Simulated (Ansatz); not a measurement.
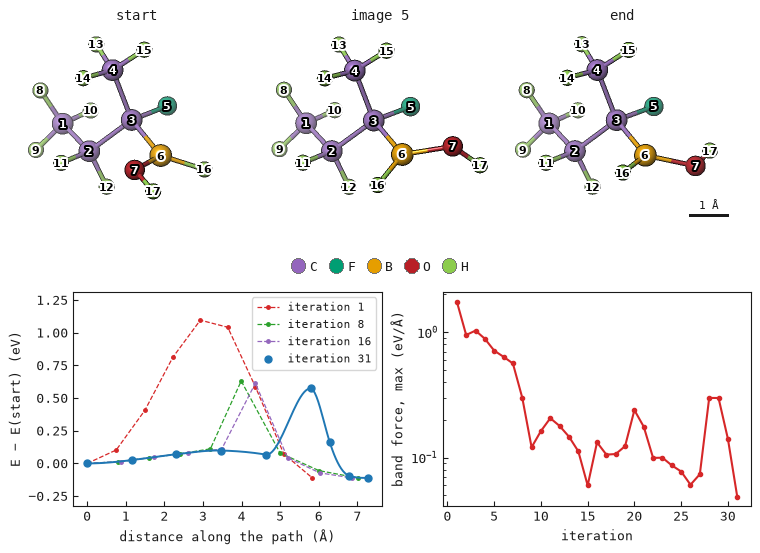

A nudged-elastic-band calculation for C4H10BFO. Images are numbered from 0 (start) to 8 (end). The plot follows the band through its iterations. Style: ball-and-stick. Shown from a free direction.

These are results of Ansatz 0.2.0, RHF/def2-SVP, not measurements. Settings: 7 movable images; climbing image; force threshold 0.05 eV/Å; iteration limit 60; starting path by image-dependent pair potential.

### Did the band converge, and can the barrier be trusted?

The run is converged, with reservations. The band converged in 31 iterations. The largest component of the band force went from 1.8 to 0.049 eV/Å. The climbing image converged on the top of the path. Its vibrational analysis gives one imaginary mode (776i cm⁻¹), as a transition state must have. The first iteration put the highest image at 1.10 eV. The highest point, image 5, lies 0.57 eV above the start and 0.68 eV above the end; the end is at −0.11 eV relative to the start. The profile has 2 maxima (images 3, 5) with a dip at image 4 (+0.07 eV), so the process runs in steps.
